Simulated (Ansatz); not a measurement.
## C6H12O3 (SMILES COCC(C)OC(C)=O): methods side by side

C6H12O3 has 21 atoms, charge 0, and is taken as a singlet. As SMILES, `COCC(C)OC(C)=O`. The shape was relaxed beforehand at r2SCAN/def2-SVP. This is one conformer, not always the lowest.

Each level gives the adiabatic electron affinity (to the doublet anion, shapes relaxed at r2SCAN/def2-SVP, no zero-point term) (eV). The values are calculated.

The electron affinity is E(neutral) − E(anion): positive where the electron is bound.

```csv
level,kind,program,value (eV),CPU time (all runs)
HF/def2-SVP,Hartree–Fock,Ansatz,-2.41,19 s
SVWN5/def2-SVP,LDA,Ansatz,-1.61,20 s
BLYP/def2-SVP,GGA,Ansatz,-1.66,33 s
PBE/def2-SVP,GGA,Ansatz,-1.59,28 s
r2SCAN/def2-SVP,meta-GGA,Ansatz,-1.57,42 s
PBE0-D4/def2-SVP,global hybrid,Ansatz,-1.64,35 s
wB97M-V/def2-SVP,range-separated hybrid,Ansatz,-1.84,1.7 min
RPA@PBE/def2-SVP,RPA,Ansatz,-1.88,71 s
MP2/def2-SVP,perturbation theory,Ansatz,-2.18,32 s
```

The values span -2.41 to -1.57 eV. Negative values mean that the anion is unbound at that level; they are set by how diffuse the basis is and aren't properties of the molecule. Times are those of the runs behind each value, whatever else they computed, on shared processors of several kinds: orders of magnitude only.

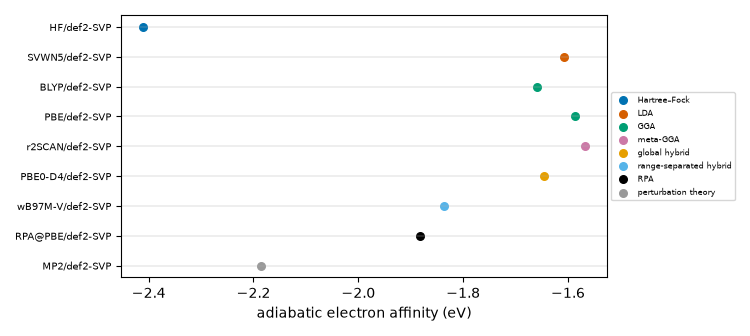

The values of the table, level by level.
